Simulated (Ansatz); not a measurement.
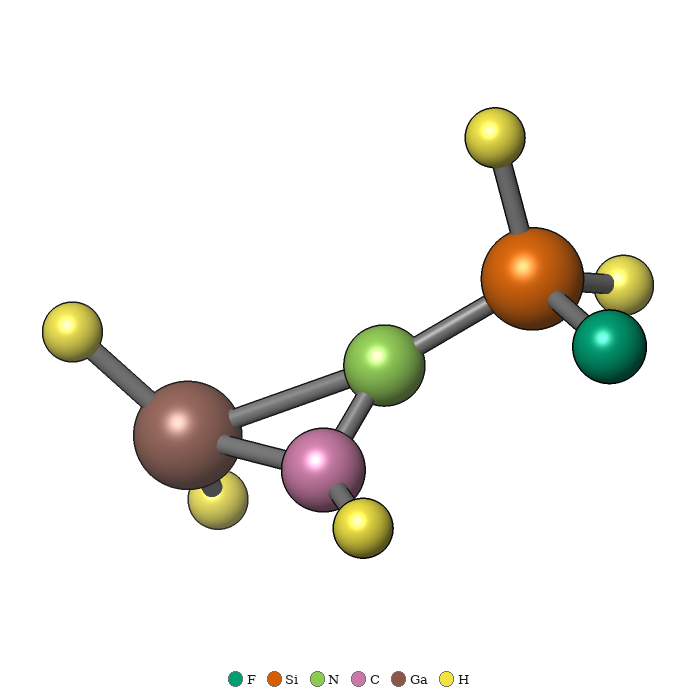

A ball-and-stick model of a molecule.

Give the formula.

CH₅FGaNSi, 10 atoms: 1 carbon, 5 hydrogen, 1 fluorine, 1 gallium, 1 nitrogen and 1 silicon.

How many bonds of each kind are drawn?

2 Si–H, 2 Ga–H, 1 F–Si, 1 Ga–N, 1 N–Si, 1 C–Ga, 1 C–H, 1 C–N. Sticks follow a distance rule.

How many atoms are distinct by symmetry?

8: 1 F, 1 Si, 1 N, 1 C, 1 Ga, 2 H, 1 H, 2 H.

What is the point group of this geometry?

Cs.

The parts below concern this one geometry. Atoms keep their numbers from picture to picture. The computed structure is the end point of a PBE0-D4/def2-TZVP optimisation. No frequency run is at hand to confirm it as a minimum.

Shape

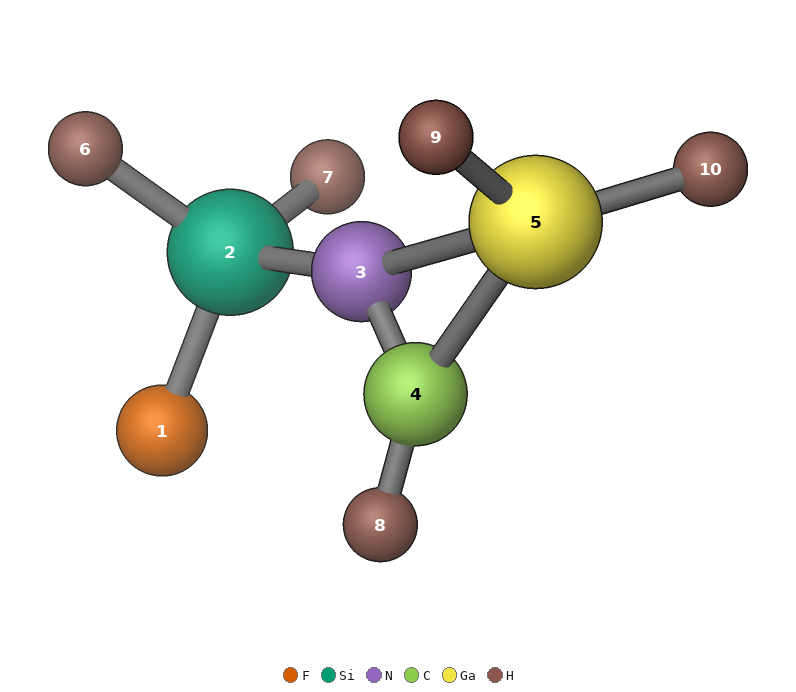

Numbered structure. No frequency run is at hand to confirm it as a minimum.

What is the geometry at N3?

N3 has 3 neighbours (Si2 at 1.73, C4 at 1.28, Ga5 at 2.25 Å); the arrangement is T-shaped.

Describe the coordination of atom 2.

Si2 has 4 neighbours (F1 at 1.60, N3 at 1.73, H6 at 1.48, H7 at 1.48 Å); the arrangement is tetrahedral.

What is the dihedral angle Si2–N3–C4–Ga5?

180° in size, that is anti.

Dipole moment

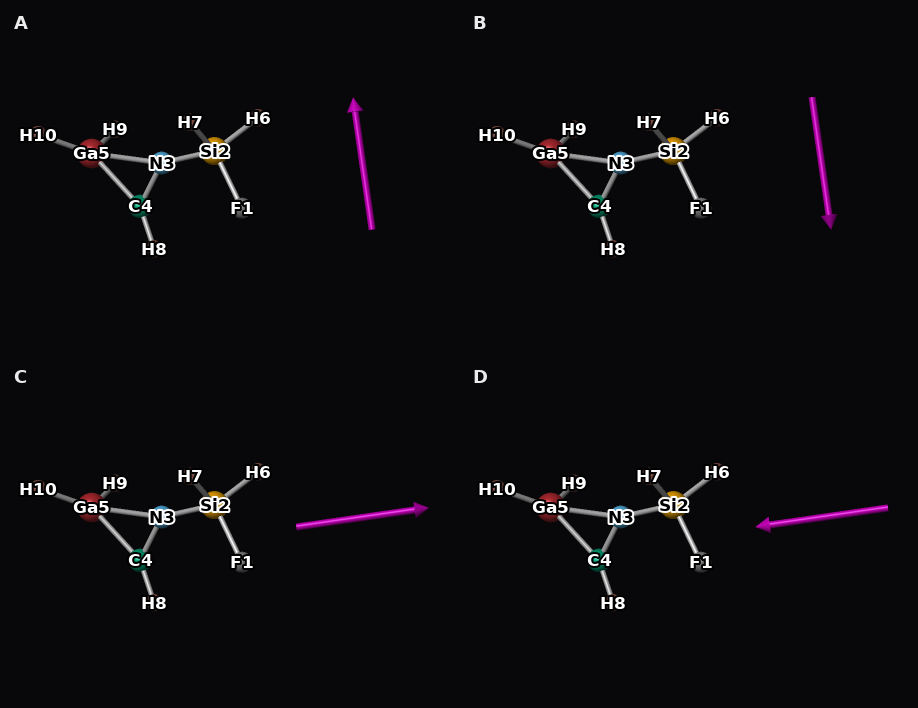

The same molecule four times, each with an arrow. No frequency run is at hand to confirm it as a minimum. Level of theory: RKS ωB97M-V/def2-TZVPP (Ansatz 0.2.0).

Which arrow points along the dipole moment, from the negative to the positive end?

B. The dipole moment is 0.44 D; it points from the side of H9, H10 to the side of H8 (the outermost atoms at the two ends).

Electronic properties

No frequency run is at hand to confirm it as a minimum. Properties computed with RKS PBE0-D4/def2-TZVPP (Ansatz 0.2.0).

What does the calculation give?

- HOMO energy (Kohn–Sham orbital): −7.00 eV
- LUMO energy (Kohn–Sham orbital): −1.50 eV
- HOMO–LUMO gap: 5.50 eV
- dispersion correction: −19.6 kJ/mol

Charges

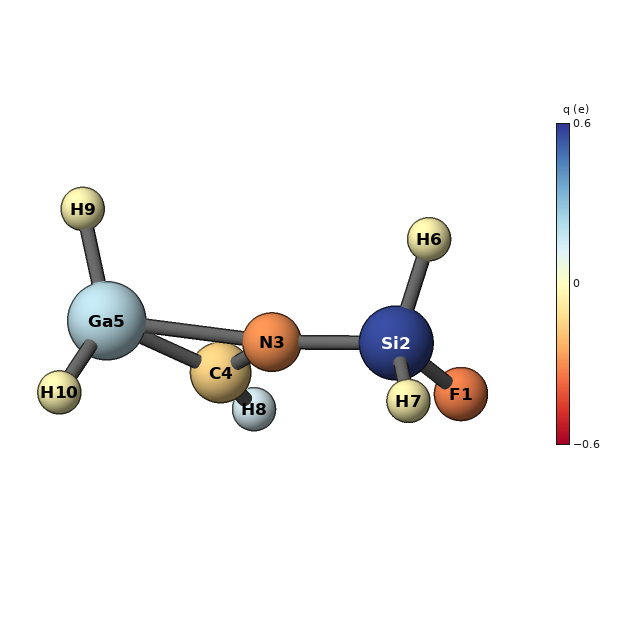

Atoms are coloured by their Mulliken charges. No frequency run is at hand to confirm it as a minimum. Method: RKS ωB97M-V/def2-TZVPP (Ansatz 0.2.0).

List the Mulliken charges.

| atom | value (e) |
| --- | --- |
| F1 | −0.32 |
| Si2 | 0.56 |
| N3 | −0.29 |
| C4 | −0.14 |
| Ga5 | 0.19 |
| H6 | −0.03 |
| H7 | −0.03 |
| H8 | 0.13 |
| H9 | −0.03 |
| H10 | −0.03 |

Mulliken values depend strongly on the basis set and can even reverse the polarity of a bond.
